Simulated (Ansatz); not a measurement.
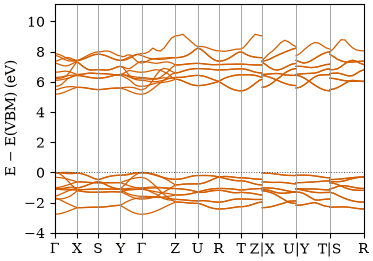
Figure: Band structure from r²SCAN (plane waves, PAW; program Ansatz)

**Question.** Read off the gap and where the band edges lie.

**Answer.** About 5.2 eV (5.18 eV by a search for the band edges); maximum on the Γ–X line, 52 % of the way from Γ, minimum at Γ.

The material is CaBr2 in space group Pnnm (No. 58; Ca on 2a, Br on 4g).

The workflow started from a Materials Project entry (that database holds measured and hypothetical structures alike); the Crystallography Open Database files this formula in space group No. 58, but the cells were not matched. Whether it is the stable phase at ambient conditions was not checked. Symmetry was held in the r²SCAN relaxation; its stability against distortions is not shown here. Scalar-relativistic: spin–orbit coupling is off unless named, which matters more the heavier the elements.

Potentials: the later of the program's two PAW sets.
